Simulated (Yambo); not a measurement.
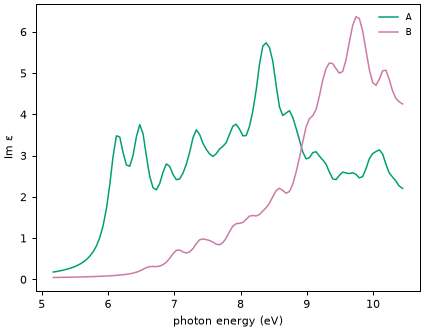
*Two computed absorption spectra of NH4Br (space group P-43m, No. 215) (Yambo, PBEsol bands with the same scissor, field along x)*

Question: Which curve includes the electron-hole attraction (BSE)?

Answer: Curve A: the attraction moves weight to lower energy (centre of the plotted range 8.1 eV against 9.2 eV). Settings: 8×8×8 mesh, 3 valence and 3 conduction bands, static screening with 30 bands and a 3 Ry block, scissor 2.45 eV, Tamm-Dancoff. The scissor comes from a G0W0 run whose convergence isn't established. Broadening 0.15 eV. The band window holds all transitions up to 10.5 eV. On this mesh the peak heights and the fine structure are mesh artefacts; only the shift of weight is robust.

Spin-orbit coupling is not included.

Geometry of the Materials Project entry, not relaxed at this level; primitive cell a = b = c = 4.000 Å, α = β = γ = 90.00°.
